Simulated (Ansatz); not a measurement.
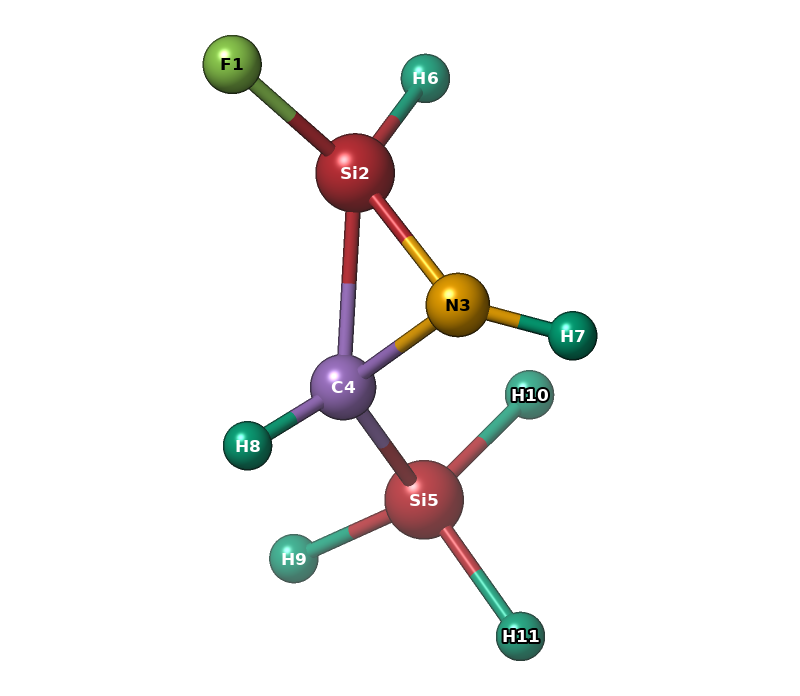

Distant atoms are faded towards the background colour. The geometry was computed by an optimisation with PBE0-D4/def2-TZVP. No frequency run is at hand to confirm it as a minimum.

Find the stereocentres and stereogenic double bonds.

Answer. Centres: Si2, C4.

Assign CIP descriptors.

Answer. Si2: R (priorities F1 > N3 > C4 > H6); C4: R (priorities Si2 > Si5 > N3 > H8).

Give a SMILES with the stereochemistry.

Answer. F[Si@H]1N[C@@H]1[SiH3]
